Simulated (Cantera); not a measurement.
Feed: 1 mol trisilylamine, 0.42 mol NH3, 0.14 mol H2, at 2700 Pa.

These are equilibrium values from Cantera (NASA tables, ideal gas, pure condensed phases), not measurements of a reactor. Candidate condensed phases: Si, Si3N4; 18 gas species. The feed counts by its element totals alone. Mutual solubility and eutectic melting of coexisting phases are not modelled. The tables' values for SiN are old estimates; treat these amounts as uncertain. Gases not in the tables: Si2H6 and higher silanes. The numbers say what is thermodynamically allowed, not how fast it happens.

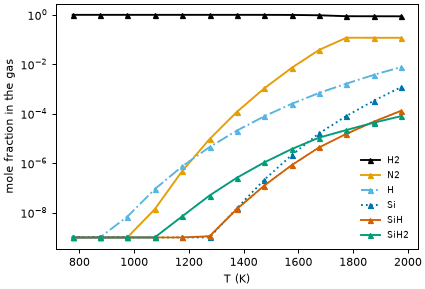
Figure. Equilibrium gas composition (values under 1e-9 drawn at 1e-9)

From 775 K to 1675 K the condensed part is Si(s) + Si3N4(s). From 1775 K to 1975 K the condensed part is Si(l).
